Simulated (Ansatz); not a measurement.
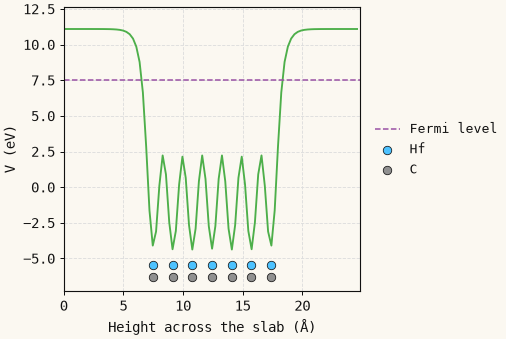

Plane-averaged electrostatic potential energy of an electron across the slab; circles at the bottom mark the heights of the atoms. System: a (110) slab cut from HfC (Fm-3m), unrelaxed, ended by HfC planes, 14 atoms in the cell. Method: DFT PBE, scalar-relativistic, plane waves, PAW, no spin polarisation, 11×8×1 k mesh, 420 eV cutoff, Gaussian smearing of 0.1 eV (Ansatz 0.2.0).

The work function is 3.60 eV, the same on both faces. The two vacuum levels agree, so the slab has no net dipole along its normal. The outermost atoms are 9.9 Å apart, which leaves 15.0 Å of vacuum in a cell 24.9 Å high.

The atoms aren't at rest in this cell (largest force 2.1 eV/Å), so the relaxed material can differ. Spin-orbit coupling is left out, which matters for Hf.
